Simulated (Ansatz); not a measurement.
TiN (rock salt), conventional cell a = b = c = 4.2325 Å, α = β = γ = 90.00°. The calculation uses the primitive cell of 2 atoms, to which meshes and values per cell refer.

Equation-of-state scan: isotropic scaling of the cell above, V₀ being its volume. Symmetry pins the atoms to their sites.

Computed with r2SCAN (plane waves to 500 eV, PAW, scalar-relativistic; Ansatz, a first-principles code). k mesh 19×19×19 (Γ-centred), Fermi-Dirac smearing 0.05 eV. Energies are smeared free energies. TiN is run without spin polarisation. TiN was relaxed with its symmetry unable to fall. The zero of ΔE is the relaxed starting cell.

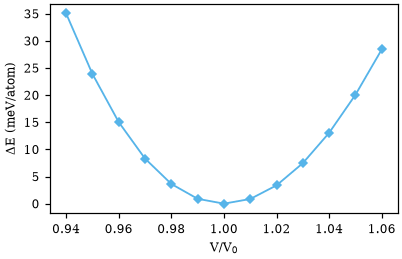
Fig. 1. ΔE (meV/atom) against V/V₀; markers are the computed points, lines only join them.

Task: What is ΔE at V/V₀ = 0.940?

Result: About 35 meV/atom.

Task: What bulk modulus B₀ follows from a third-order Birch-Murnaghan fit?

Result: About 300 GPa.

Task: What is ΔE at V/V₀ = 1.060?

Result: About 28 meV/atom.

(A scan under strain: stresses follow from slopes of the energy per volume, elastic moduli from its curvatures.)
